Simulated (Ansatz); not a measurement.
Run report: CH$_{8}$Si$_{2}$, frequency calculation

The run: frequency calculation of CH$_{8}$Si$_{2}$. Method and program: RHF/def2-SVP (Ansatz 0.2.0).

It belongs to a series of runs on one base structure; here: vibrations at the highest image of the band.

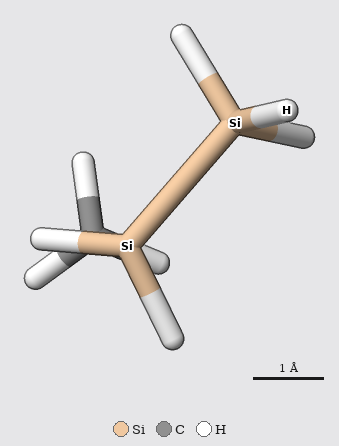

The input geometry (stick view, seen at a tilt).

**Input file**
```yaml
crystal:
  periodic: [false, false, false]
  atoms:
    - { symbol: Si, position_ang: [0.025845, -0.414289, -0.412105] }
    - { symbol: C, position_ang: [1.081555, 0.222107, 1.479176] }
    - { symbol: H, position_ang: [0.214801, 0.263808, 2.131721] }
    - { symbol: H, position_ang: [1.817424, -0.458087, 1.903418] }
    - { symbol: H, position_ang: [1.517095, 1.208222, 1.33868] }
    - { symbol: H, position_ang: [1.426345, -0.424994, 0.153056] }
    - { symbol: Si, position_ang: [-0.976076, 1.702509, -0.609276] }
    - { symbol: H, position_ang: [-1.964422, 1.70491, -1.715491] }
    - { symbol: H, position_ang: [-1.671473, 2.128125, 0.63448] }
    - { symbol: H, position_ang: [0.084952, 2.695777, -0.912702] }
    - { symbol: H, position_ang: [-0.837349, -1.37949, 0.313042] }
basis:
  gaussian: { orbitals: def2-SVP }
hamiltonian:
  xc: hf
phonons: {}
```

Run on 1 thread of Arm Neoverse V1, 24 GiB of memory available, shared host.

Launch command:
```bash
ansatz run input.yaml --threads 1 --pin off --max-ram 2048MiB --backend cpu --events-out ev --progress --plain --runs-dir out
```

**What the program printed**
```
Engine: ansatz 0.2.0, aarch64-unknown-linux-gnu
Functional definition: HF
  exchange = exact_x
  correlation = 0
957 factors; integrals over basis functions are off by at most 3.5e-4 eV
mean field evaluation 1: about -16870.2099 eV, gradient 2.2e1 eV
mean field evaluation 2: about -16870.2358 eV, gradient 2.2e1 eV
mean field evaluation 4: about -16872.1214 eV, gradient 3.1e0 eV
mean field evaluation 8: about -16872.1793 eV, gradient 2.3e-1 eV
mean field -16872.18000986 eV, -620.0411789879 hartree, gradient 1.3e-5 eV, S^2 0.000000; 0 other end points of the search recorded, 0 dependent functions left out
the calculation of the forces begins
reference -16872.18000986 eV, -620.0411789879 hartree; 21, 21 occupied and 69, 69 virtual orbitals, 957 factors
these checks for a lower state are left out or cut short: stability, starts, cluster_reference, orbital_swaps, neighbouring_geometries, increment
957 factors; integrals over basis functions are off by at most 3.5e-4 eV
mean field evaluation 16: about -16872.1799 eV, gradient 4.2e-5 eV
mean field -16872.17993569 eV, -620.0411762621 hartree, gradient 1.6e-6 eV, S^2 0.000000; 0 other end points of the search recorded, 0 dependent functions left out
[... from here on the field's lines of each further geometry are left out, up to the last ...]
the calculation of the forces begins
reference -16872.17999245 eV, -620.0411783481 hartree; 21, 21 occupied and 69, 69 virtual orbitals, 957 factors
these checks for a lower state are left out or cut short: stability, starts, cluster_reference, orbital_swaps, neighbouring_geometries, increment
957 factors; integrals over basis functions are off by at most 3.5e-4 eV
mean field -16872.17999240 eV, -620.0411783462 hartree, gradient 2.6e-6 eV, S^2 0.000000; 0 other end points of the search recorded, 0 dependent functions left out
the calculation of the forces begins
reference -16872.17999240 eV, -620.0411783462 hartree; 21, 21 occupied and 69, 69 virtual orbitals, 957 factors
WARN: phonons: modes at or below zero, which the zero-point energy, F, S and C_V leave out: 1, the lowest at -1579.35 cm⁻¹. A minimum has none, and a first-order saddle one
Total energy: -16872.18000986 eV, -620.0411789879 hartree
Atom 0 at     0.025845    -0.414289    -0.412105 Å, force     0.001017    -0.000022     0.000830 eV/Å
Atom 1 at     1.081555     0.222107     1.479176 Å, force     0.003751    -0.001573    -0.003893 eV/Å
Atom 2 at     0.214801     0.263808     2.131721 Å, force    -0.000804     0.000468     0.000604 eV/Å
Atom 3 at     1.817424    -0.458087     1.903418 Å, force    -0.000665    -0.000649     0.000595 eV/Å
Atom 4 at     1.517095     1.208222     1.338680 Å, force    -0.001578     0.000447     0.000658 eV/Å
Atom 5 at     1.426345    -0.424994     0.153056 Å, force    -0.001819     0.000802     0.001369 eV/Å
Atom 6 at    -0.976076     1.702509    -0.609276 Å, force     0.000188    -0.000088    -0.000050 eV/Å
Atom 7 at    -1.964422     1.704910    -1.715491 Å, force    -0.000010    -0.000024     0.000085 eV/Å
Atom 8 at    -1.671473     2.128125     0.634480 Å, force     0.000128     0.000325    -0.000226 eV/Å
Atom 9 at     0.084952     2.695777    -0.912702 Å, force    -0.000445     0.000058     0.000015 eV/Å
Atom 10 at    -0.837349    -1.379490     0.313042 Å, force     0.000237     0.000256     0.000013 eV/Å
Dipole moment:     0.124323     0.043427     0.301882 e Å
Vibrations: -1579.35 115.35 131.71 145.10 417.26 451.37 466.87 585.46 617.68 711.99 843.50 906.97 983.25 1018.99 1031.65 1095.76 1321.40 1558.68 1570.13 2287.50 2294.95 2311.24 2316.02 2326.55 3209.36 3326.20 3350.95 cm⁻¹, zero-point energy 2.194266 eV
```

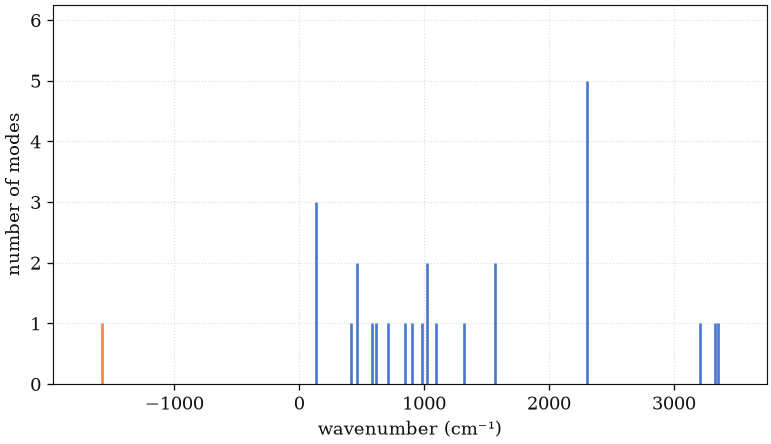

Harmonic vibrational wavenumbers from the force constants; neighbouring modes closer than 22 cm⁻¹ are counted in one stick, and imaginary ones are drawn at negative wavenumbers. 27 modes from 1579i to 3351 cm⁻¹, 1 imaginary beyond 8i (1579i cm⁻¹): a first-order saddle point, if the geometry is stationary.

**Results in brief**

```json
{"quantity": "outcome", "value": "converged"}
{"quantity": "total energy", "value": "−16872.1800 eV"}
{"quantity": "mean-field energy", "value": "−16872.1800 eV"}
{"quantity": "largest force (length of the vector)", "value": "0.006 eV/Å"}
{"quantity": "wall time", "value": "77 s"}
{"quantity": "peak memory", "value": "0.15 GiB"}
```
